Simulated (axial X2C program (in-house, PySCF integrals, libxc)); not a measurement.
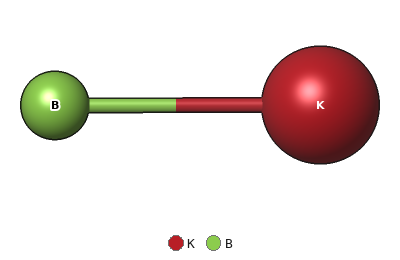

**Figure 1.** The molecule at the reference distance of 3.345 Å.

Relativistic diatomic calculation for KB⁺

KB⁺. The reference is closed-shell KB²⁺; the roots are the vertical energy changes on adding an electron to it, which gives states of KB⁺. The distance is the PBE0 minimum at charge 1. Computed at this level: EOM-EA-CCSD, two-component X2C with atomic mean-field Coulomb and Gaunt terms, K dyall-acv3z, B dyall-av3z (cores contracted) (axial X2C program (in-house, PySCF integrals, libxc)).

Log:
```
two-component X2C + atomic mean field  HF
basis functions 165  fitting functions 716  grid points 5087
iter        total energy     max residual
   1       -625.288166973     1.72e-01
   2       -625.294739107     5.61e-03
   3       -625.294785223     7.19e-04
   4       -625.294786137     1.59e-04
   5       -625.294786176     1.79e-05
   6       -625.294786178     2.80e-06
   7       -625.294786178     5.01e-07
converged
one-electron -879.31613171  Coulomb 275.37765435  exact exchange -36.27086584  xc functional 0.00000000  nuclear repulsion 15.02894919  atomic mean-field constant -0.11439217
correlated 10  virtual 268  natural virtual 92  E(MP2) -0.262156513  MP2 remainder -0.019308804
iter   CCSD correlation   residual
   1     -0.272868150   1.49e-01
   2     -0.288753729   7.34e-02
   3     -0.288731177   1.22e-02
   4     -0.288775564   1.68e-03
   5     -0.288762212   5.51e-04
   6     -0.288756455   2.24e-04
   7     -0.288758152   9.43e-05
   8     -0.288759323   3.01e-05
   9     -0.288759384   1.00e-05
  10     -0.288759277   3.95e-06
  11     -0.288759202   1.41e-06
  12     -0.288759197   3.39e-07
(T) -0.005748416172933457  T1 0.0082  D1 0.0179  max T2 0.152
EOM-EA-CCSD roots
2*Omega      energy/Eh   energy/eV  one-particle weight
    1      -0.46429535    -12.6341      0.954
    1      -0.45246242    -12.3121      0.954
    1      -0.31273660     -8.5100      0.000
    1      -0.31271602     -8.5094      0.000
    1      -0.30274418     -8.2381      0.000
    3      -0.45239120    -12.3102      0.954
    3      -0.31269545     -8.5089      0.000
    3      -0.30274381     -8.2381      0.000
    3      -0.23372095     -6.3599      0.859
    5      -0.31267488     -8.5083      0.000
    5      -0.19734374     -5.3700      0.349
    7      -0.04749402     -1.2924      0.000
```

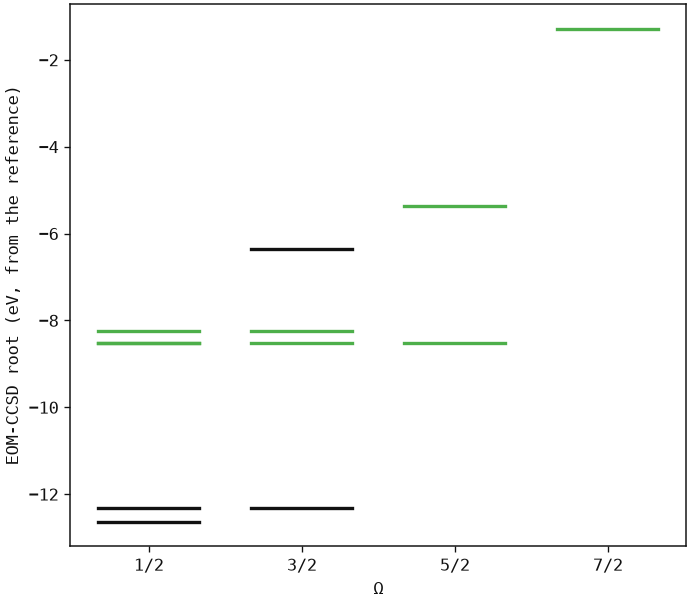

**Figure 2.** EOM-CCSD roots by Ω at 3.35 Å; roots whose one-particle weight is under 0.8 have the second colour. The lowest has Ω = 1/2 and lies at −12.634 eV, with one-particle weight 0.95. 8 of the 12 roots are less well described at this level.

The input:
```
{"zs": [19, 5], "q": 1, "bas": ["dyall-acv3z", "dyall-av3z"], "r0": 2.81, "eom": "ea", "thr": -2.0, "nmax": 92, "grid": [1, 0.96, 1.045, 0.92, 1.09, 1.15]}
```

The line is the task of a batch: nuclear charges, charge, bases, a first guess of the distance and further settings. This report covers the levels named above. The log is that of the reference distance 3.345 Å.

Launched within a batch (the task file carries these settings):
```bash
python <driver script> task.json out
```

Results in brief:

```tsv
quantity	value
outcome	converged
HF energy of the reference KB²⁺	−625.29479 hartree
MP2 energy of the reference KB²⁺	−625.55694 hartree
CCSD energy of the reference KB²⁺ (with the MP2 share of the virtual spinors left out of the coupled-cluster step)	−625.60285 hartree
CCSD(T) energy of the reference KB²⁺	−625.60860 hartree
T1 diagnostic (spinor form; for a closed shell √2 times the usual value)	0.008
hardware	1 thread of Arm Neoverse V1, 24 GiB of memory available, shared host
wall time	10 s
peak memory	0.73 GiB
```
